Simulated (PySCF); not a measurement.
# RuO3H: doublet, from a tetrahedral start

Where does doublet RuO3H go from a tetrahedral start, is the end point a minimum, and what are its modes, charges and moments?

The runs use PySCF 2.14.0; PBE0, basis Ru def2-TZVP with ECP28, O def2-TZVP, H def2-TZVP, scalar-relativistic core potentials, no spin–orbit coupling, density fitting.

## 1. Where the work starts

5 atoms, charge 0, spin multiplicity 2.

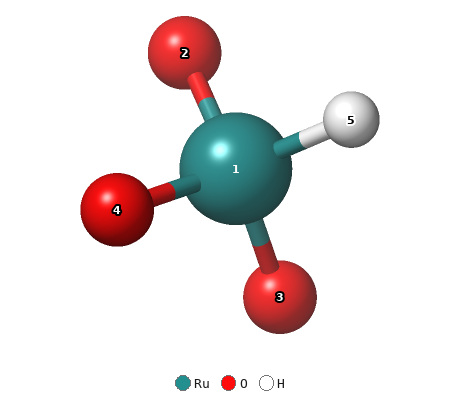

Start geometry, drawn with ruthenium teal, oxygen red, hydrogen white; atoms are numbered from 1 in the order of the file.

```xyz
5
charge 0 multiplicity 2
Ru    0.0000    0.0000    0.0000
O    -1.3963    0.0000    0.9872
O     0.0000    1.3963   -0.9872
O     0.0000   -1.3963   -0.9872
H     1.2820    0.0000    0.9063
```

## 2. First SCF at the start

The steps below are one call of a driver around PySCF. For each, scf.py gives the equivalent set-up of the SCF; relaxations use the driver's own optimiser. After this first run the driver tries any further starts and a stability analysis.

scf.py

```python
from pyscf import gto, scf, dft
mol = gto.M(atom='''
Ru     0.000000     0.000000     0.000000
O     -1.396300     0.000000     0.987200
O      0.000000     1.396300    -0.987200
O     -0.000000    -1.396300    -0.987200
H      1.282000     0.000000     0.906300''',
    basis={'Ru': 'def2-TZVP', 'O': 'def2-TZVP', 'H': 'def2-TZVP'},
    ecp={'Ru': 'def2-TZVP'},
    charge=0, spin=1)
mf = dft.UKS(mol, xc='PBE0')
mf.grids.atom_grid = (50, 194)
aux = {'Ru': 'def2-universal-JKFIT', 'O': 'def2-universal-JKFIT', 'H': 'def2-universal-JKFIT'}
mf = mf.density_fit(auxbasis=aux)
mf.conv_tol = 1e-08
mf.diis_space = 10
mf.max_cycle = 60
mf.init_guess = 'minao'
mf.verbose = 4
mf.kernel()
```

The run is started by

```
$ OMP_NUM_THREADS=4 python axn.py task.json out
```

Further steps of the session: Relaxing the doublet from the tetrahedral start; Releasing the symmetry; Frequencies.

**Question.** What will these runs give? Wanted: minimum; geometry; wavenumbers; dipole moment; highest occupied, lowest empty level; polar-tensor charge of Ru1; zero-point energy; atomisation energy; ⟨S²⟩.

The runs gave:

| quantity | value |
| --- | --- |
| minimum | doublet, Cs |
| geometry | Ru–H 1.577 Å, Ru–O 1.662 Å (×2), Ru–O 1.716 Å; H–Ru–O 93.0°, H–Ru–O 101.0° (×2), O–Ru–O 112.4° (×2), O–Ru–O 128.4° |
| wavenumbers (cm⁻¹) | 177 (a''), 230 (a'), 322 (a'), 601 (a'), 728 (a''), 871 (a'), 962 (a''), 1018 (a'), 2204 (a') |
| dipole moment | 1.03 D |
| highest occupied, lowest empty level (either spin) | -8.28, -4.94 eV |
| polar-tensor charge of Ru1 | +1.58 e |
| zero-point energy | 42.5 kJ/mol |
| entropy at 298.15 K | 309.1 J/(mol K) |
| atomisation energy (no zero-point energy) | 1590 kJ/mol |
| ⟨S²⟩ | 0.765 |

What this shows: From C3v at the start the molecule goes to a Cs minimum. The strongest infrared band lies at 962 cm⁻¹ (a'', stretch). Other starts or spin states, not run here, may lie lower. One determinant may miss the lowest occupation of an open d or f shell.
